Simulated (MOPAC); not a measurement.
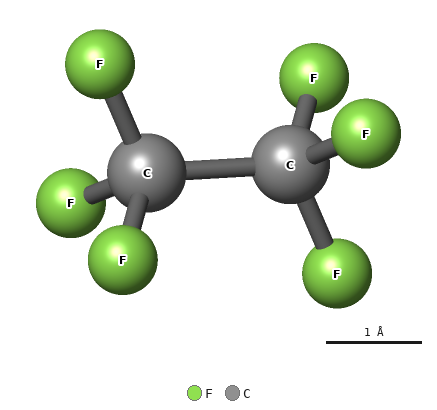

**Figure 1.** The structure (ball-and-stick view, seen at a tilt). Bond lengths as drawn: C–C 1.56 Å and C–F 1.34 Å.

# Run report: C$_{2}$F$_{6}$, frequency calculation (part 1 of 2)

System: C$_{2}$F$_{6}$, SMILES FC(F)(F)C(F)(F)F.
Method: PM6-D3H4, closed shell, dispersion D3H4 (MOPAC 23.2.5).

The geometry was optimised with PM6-D3H4.

### Input (c2f6.mop)
```
pm6-d3h4 thermo(200,600,200) singlet force aux(precision=6) threads=1
PM6-D3H4 frequencies
FC(F)(F)C(F)(F)F
F      1.134192 +1    -0.809039 +1     1.129299 +1
C      0.666574 +1    -0.400867 +1    -0.054455 +1
F      1.663673 +1     0.300398 +1    -0.602657 +1
F      0.569144 +1    -1.509662 +1    -0.794435 +1
C     -0.674253 +1     0.398403 +1     0.047705 +1
F     -0.579850 +1     1.502923 +1     0.794501 +1
F     -1.137717 +1     0.813336 +1    -1.135340 +1
F     -1.673213 +1    -0.306251 +1     0.588105 +1
```

Machine: 1 thread of Arm Neoverse V1, 24 GiB of memory available, shared host.

Command:
```bash
mopac c2f6.mop
```

### What the program printed
```
MOPAC v23.2.5
PM6-D3H4 CALCULATION RESULTS

 *  PM6-D3H4   - CORRECT DISPERSION AND HYDROGEN BOND TERMS USING THE D3H4 METHOD
 *  SINGLET    - SPIN STATE DEFINED AS A SINGLET
 *  FORCE      - FORCE CALCULATION SPECIFIED
 *  THREADS=1  - MULTI-THREADING NOT USED
 *  AUX        - OUTPUT AUXILIARY INFORMATION
 *  THERMO     - THERMODYNAMIC QUANTITIES TO BE CALCULATED
pm6-d3h4 thermo(200,600,200) singlet force aux(precision=6) threads=1
 PM6-D3H4 frequencies
 FC(F)(F)C(F)(F)F
   ATOM   CHEMICAL          X               Y               Z
  NUMBER   SYMBOL      (ANGSTROMS)     (ANGSTROMS)     (ANGSTROMS)

     1       F          1.13419200  *  -0.80903900  *   1.12929900  *
     2       C          0.66657400  *  -0.40086700  *  -0.05445500  *
     3       F          1.66367300  *   0.30039800  *  -0.60265700  *
     4       F          0.56914400  *  -1.50966200  *  -0.79443500  *
     5       C         -0.67425300  *   0.39840300  *   0.04770500  *
     6       F         -0.57985000  *   1.50292300  *   0.79450100  *
     7       F         -1.13771700  *   0.81333600  *  -1.13534000  *
     8       F         -1.67321300  *  -0.30625100  *   0.58810500  *

          CARTESIAN COORDINATES

    NO.       ATOM           X           Y           Z

     1         F          1.1342     -0.8090      1.1293
     2         C          0.6666     -0.4009     -0.0545
     3         F          1.6637      0.3004     -0.6027
     4         F          0.5691     -1.5097     -0.7944
     5         C         -0.6743      0.3984      0.0477
     6         F         -0.5798      1.5029      0.7945
     7         F         -1.1377      0.8133     -1.1353
     8         F         -1.6732     -0.3063      0.5881

           Empirical Formula: C2 F6  =     8 atoms

      MOLECULAR POINT GROUP   :   D3d

 SINGLET STATE CALCULATION

      RHF CALCULATION, NO. OF DOUBLY OCCUPIED LEVELS = 25

          HEAT OF FORMATION =    -314.854201 KCALS/MOLE

          CARTESIAN COORDINATE DERIVATIVES

   NUMBER  ATOM         X            Y            Z

     1       F     -0.009218     0.009614     0.007301
     2       C     -0.017101     0.014639     0.030320
     3       F      0.002999     0.003725     0.014752
     4       F     -0.005876    -0.023443    -0.051983
     5       C      0.008405    -0.021097     0.010719
     6       F     -0.012251    -0.001859    -0.041144
     7       F      0.004951    -0.018298    -0.004735
     8       F      0.028092     0.036718     0.034769

 DIPOLE           X         Y         Z       TOTAL
 POINT-CHG.    -0.000     0.001    -0.001     0.001
 HYBRID         0.000    -0.000     0.000     0.000
 SUM           -0.000     0.001    -0.000     0.001

          GRADIENT NORM =   0.10672

          MOLECULAR WEIGHT =  138.01

          ROTATIONAL CONSTANTS IN CM(-1)

          A =    0.09835218   B =    0.05671848   C =    0.05671663

           PRINCIPAL MOMENTS OF INERTIA IN UNITS OF 10**(-40)*GRAM-CM**2

          A =      284.6175   B =      493.5384   C =      493.5546

          ORIENTATION OF MOLECULE IN FORCE CALCULATION

    NO.       ATOM         X         Y         Z

     1          F      -1.6480    0.4075    0.5906
     2          C      -0.3114    0.4075    0.5906
     3          F       0.0394    1.6973    0.5906
     4          F       0.0395   -0.0516    1.7958
     5          C       0.3113   -0.4073   -0.5907
     6          F      -0.0458    0.0460   -1.7964
     7          F       1.6479   -0.4007   -0.5952
     8          F      -0.0330   -1.6987   -0.5852

    FIRST DERIVATIVES WILL BE USED IN THE CALCULATION OF SECOND DERIVATIVES

          ESTIMATED TIME TO COMPLETE CALCULATION =        0.38 SECONDS

    FOR POINT-GROUP D3d  THERE ARE  12 UNIQUE SYMMETRY FUNCTIONS.

 STEP:   1 TIME =     0.00 SECS, INTEGRAL =      0.00 TIME LEFT: 172799.99
 STEP:   2 TIME =     0.01 SECS, INTEGRAL =      0.01 TIME LEFT: 172799.98
 STEP:   3 TIME =     0.00 SECS, INTEGRAL =      0.02 TIME LEFT: 172799.98
 STEP:   4 TIME =     0.00 SECS, INTEGRAL =      0.02 TIME LEFT: 172799.97
 STEP:   5 TIME =     0.01 SECS, INTEGRAL =      0.03 TIME LEFT: 172799.96
 STEP:   6 TIME =     0.00 SECS, INTEGRAL =      0.03 TIME LEFT: 172799.96
 STEP:   7                       INTEGRAL =      0.03 TIME LEFT: 172799.96
 STEP:   8                       INTEGRAL =      0.03 TIME LEFT: 172799.96
 STEP:   9                       INTEGRAL =      0.03 TIME LEFT: 172799.96
 STEP:  10                       INTEGRAL =      0.03 TIME LEFT: 172799.96
 STEP:  11                       INTEGRAL =      0.03 TIME LEFT: 172799.96
 STEP:  12                       INTEGRAL =      0.03 TIME LEFT: 172799.96
 STEP:  13                       INTEGRAL =      0.03 TIME LEFT: 172799.96
 STEP:  14                       INTEGRAL =      0.03 TIME LEFT: 172799.96
 STEP:  15                       INTEGRAL =      0.03 TIME LEFT: 172799.96
 STEP:  16                       INTEGRAL =      0.03 TIME LEFT: 172799.96
 STEP:  17                       INTEGRAL =      0.03 TIME LEFT: 172799.96
 STEP:  18                       INTEGRAL =      0.03 TIME LEFT: 172799.96
 STEP:  19                       INTEGRAL =      0.03 TIME LEFT: 172799.96
 STEP:  20                       INTEGRAL =      0.03 TIME LEFT: 172799.96
 STEP:  21                       INTEGRAL =      0.03 TIME LEFT: 172799.96
 STEP:  22                       INTEGRAL =      0.03 TIME LEFT: 172799.96
 STEP:  23                       INTEGRAL =      0.03 TIME LEFT: 172799.96
 STEP:  24                       INTEGRAL =      0.03 TIME LEFT: 172799.96

(To convert to Hartree/Bohr^2, multiply by (10^(-21) x N x a0^2)/(4.184 x 627.51) =  0.0642)

           FORCE MATRIX IN MILLIDYNES/ANGSTROM

                  F  1       C  2       F  3       F  4       C  5       F  6
 ------------------------------------------------------------------------------
     F    1   8.178241
     C    2   5.980293  15.019742
     F    3   1.416329   5.980973   8.178241
     F    4   1.416382   5.981198   1.416329   8.178241
     C    5   0.659426   2.511131   0.659426   0.659426  15.019742
     F    6   0.042263   0.658911   0.042473   0.084810   5.980973   8.178241
     F    7   0.084810   0.659072   0.042263   0.042473   5.980293   1.416329
     F    8   0.042473   0.659567   0.084810   0.042263   5.981198   1.416329

                  F  7       F  8
 ------------------------------
     F    7   8.178241
     F    8   1.416329   8.178241

          HEAT OF FORMATION =    -314.854201 KCALS/MOLE

          ZERO POINT ENERGY      18.114 KCAL/MOL

           NORMAL COORDINATE ANALYSIS (Total motion = 1 Angstrom)

   Root No.       1         2         3         4         5         6         7         8

                 1 A1u     1 Eu      1 Eu      1 Eg      1 Eg      1 A1g     2 Eu      2 Eu

                  46.2     200.9     200.9     329.7     329.7     332.4     461.0     461.0

           1   -0.0005    0.0087   -0.0614   -0.0689    0.0001    0.0243   -0.0091   -0.0974
           2    0.1371   -0.0206    0.1159    0.0837    0.1067   -0.0872    0.1228   -0.0389
           3   -0.0948   -0.0200    0.1686    0.1198   -0.0750   -0.1261   -0.0901   -0.0320
           4   -0.0000    0.0091   -0.0661   -0.0557    0.0002    0.0136   -0.0081   -0.0951
           5   -0.0000    0.0652   -0.0086   -0.0136    0.0500   -0.0179   -0.0872   -0.0161
           6   -0.0000   -0.0402   -0.0289   -0.0200   -0.0344   -0.0259    0.0559   -0.0390
           7    0.1326   -0.0929    0.0410   -0.0596   -0.1052    0.0775   -0.0984    0.0885
           8   -0.0355    0.0882   -0.0356   -0.0195    0.0905   -0.0463   -0.0653   -0.0663
           9    0.0944    0.1678   -0.0626   -0.1237    0.0681   -0.1263    0.0000    0.0956
          10   -0.1322    0.0792    0.0622   -0.0579    0.1058    0.0777    0.1127    0.0691
          11   -0.1015   -0.1087   -0.0742   -0.1096   -0.0298   -0.1015   -0.0023    0.1155
          12    0.0004   -0.1221   -0.0881   -0.0631   -0.1082   -0.0881    0.0548   -0.0389
          13    0.0000    0.0088   -0.0661    0.0557   -0.0002   -0.0136   -0.0081   -0.0951
          14    0.0000    0.0652   -0.0088    0.0136   -0.0500    0.0179   -0.0872   -0.0161
          15    0.0000   -0.0403   -0.0288    0.0200    0.0344    0.0259    0.0559   -0.0390
          16   -0.1321    0.0786    0.0623    0.0579   -0.1058   -0.0777    0.1127    0.0691
          17   -0.1015   -0.1087   -0.0747    0.1096    0.0298    0.1015   -0.0023    0.1155
          18    0.0004   -0.1221   -0.0882    0.0631    0.1082    0.0881    0.0548   -0.0389
          19   -0.0005    0.0084   -0.0614    0.0689   -0.0001   -0.0243   -0.0091   -0.0974
          20    0.1371   -0.0209    0.1155   -0.0837   -0.1067    0.0872    0.1228   -0.0390
          21   -0.0948   -0.0205    0.1688   -0.1198    0.0750    0.1261   -0.0902   -0.0320
          22    0.1327   -0.0934    0.0408    0.0596    0.1052   -0.0775   -0.0985    0.0885
          23   -0.0355    0.0882   -0.0358    0.0195   -0.0905    0.0463   -0.0653   -0.0663
          24    0.0944    0.1677   -0.0621    0.1237   -0.0681    0.1263    0.0000    0.0956

   Root No.       9        10        11        12        13        14        15        16

                 2 Eg      2 Eg      1 A2u     2 A1g     2 A2u     3 A1g     3 Eu      3 Eu

                 537.3     537.3     609.3     832.0    1189.3    1296.7    1322.8    1322.8

           1   -0.0187    0.1405   -0.0777   -0.1188    0.0996   -0.0702   -0.1196   -0.0066
           2   -0.0850   -0.0134   -0.0423   -0.0146   -0.0017    0.0012    0.0014   -0.0009
           3    0.0594    0.0045   -0.0613   -0.0205   -0.0024    0.0022    0.0024    0.0007
           4   -0.0161    0.1166   -0.0706   -0.0540   -0.0801    0.1152    0.2388    0.0122
           5    0.1007    0.0432    0.0923    0.0707    0.1047   -0.1507    0.0485    0.2290
           6   -0.0780    0.0317    0.1339    0.1025    0.1518   -0.2185    0.0925   -0.1515
           7    0.0783   -0.0447    0.0612    0.0447   -0.0245    0.0169   -0.0142   -0.0275
           8    0.0952    0.1016    0.0638    0.1109   -0.0965    0.0681   -0.0525   -0.1091
           9    0.0386   -0.0450   -0.0613   -0.0210   -0.0025    0.0019   -0.0015   -0.0016
          10   -0.0642   -0.0633    0.0611    0.0453   -0.0245    0.0172   -0.0171    0.0262
          11    0.0179   -0.0762   -0.0800   -0.0586    0.0320   -0.0222    0.0207   -0.0348
          12   -0.1198    0.0494    0.0379    0.0963   -0.0911    0.0644   -0.0595    0.0967
          13    0.0161   -0.1166   -0.0706    0.0540   -0.0801   -0.1152    0.2388    0.0123
          14   -0.1007   -0.0432    0.0924   -0.0707    0.1047    0.1507    0.0484    0.2290
          15    0.0780   -0.0317    0.1339   -0.1025    0.1518    0.2185    0.0925   -0.1515
          16    0.0642    0.0633    0.0617   -0.0453   -0.0250   -0.0172   -0.0171    0.0263
          17   -0.0179    0.0762   -0.0795    0.0586    0.0316    0.0222    0.0205   -0.0348
          18    0.1198   -0.0494    0.0379   -0.0963   -0.0911   -0.0644   -0.0595    0.0966
          19    0.0187   -0.1405   -0.0777    0.1188    0.0996    0.0702   -0.1196   -0.0065
          20    0.0850    0.0134   -0.0428    0.0146   -0.0012   -0.0012    0.0013   -0.0008
          21   -0.0594   -0.0045   -0.0609    0.0205   -0.0028   -0.0022    0.0025    0.0008
          22   -0.0783    0.0447    0.0606   -0.0447   -0.0240   -0.0169   -0.0142   -0.0274
          23   -0.0952   -0.1016    0.0640   -0.1109   -0.0967   -0.0681   -0.0526   -0.1091
          24   -0.0386    0.0450   -0.0617    0.0210   -0.0021   -0.0019   -0.0014   -0.0016

   Root No.      17        18

                 3 Eg      3 Eg

                1331.1    1331.1

           1    0.1091   -0.0153
           2    0.0038    0.0024
           3    0.0042   -0.0026
           4   -0.2556    0.0368
           5   -0.0951   -0.2270
           6   -0.0692    0.1760
           7    0.0216    0.0241
           8    0.0640    0.0862
           9   -0.0015   -0.0052
          10    0.0147   -0.0297
          11   -0.0138    0.0404
          12    0.0366   -0.0923
          13    0.2556   -0.0368
          14    0.0951    0.2270
          15    0.0692   -0.1760
          16   -0.0147    0.0297
          17    0.0138   -0.0404
          18   -0.0366    0.0923
          19   -0.1091    0.0153
          20   -0.0038   -0.0024
          21   -0.0042    0.0026
          22   -0.0216   -0.0241
          23   -0.0640   -0.0862
          24    0.0015    0.0052

           MASS-WEIGHTED COORDINATE ANALYSIS (NORMAL COORDINATES)

   Root No.       1         2         3         4         5         6         7         8

                 1 A1u     1 Eu      1 Eu      1 Eg      1 Eg      1 A1g     2 Eu      2 Eu

                  46.2     200.9     200.9     329.7     329.7     332.4     461.0     461.0
```
